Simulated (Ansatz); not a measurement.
The starting structures come from a database of crystals and need not be the phases stable at ambient conditions.

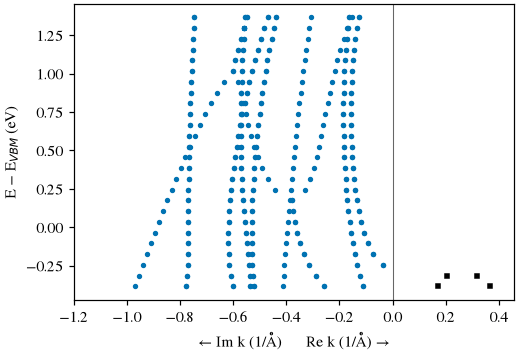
Complex bands at the centre of the two-dimensional zone; PBEsol (Ansatz, a quantum-chemistry and plane-wave program)

No gap correction and no spin-orbit coupling; mid-gap is the computed energy nearest the middle.

### Question
This is BiTeI (P3m1, 3 atoms a cell, 37.1 Å³ an atom) along the normal of (111). Read off the slowest decay at the centre of the two-dimensional zone at 0.53 eV, the computed energy nearest the middle of the gap.

### Answer
κ ≈ 0.15 1/Å, a decay length 1/(2κ) of the density of 3.2 Å.
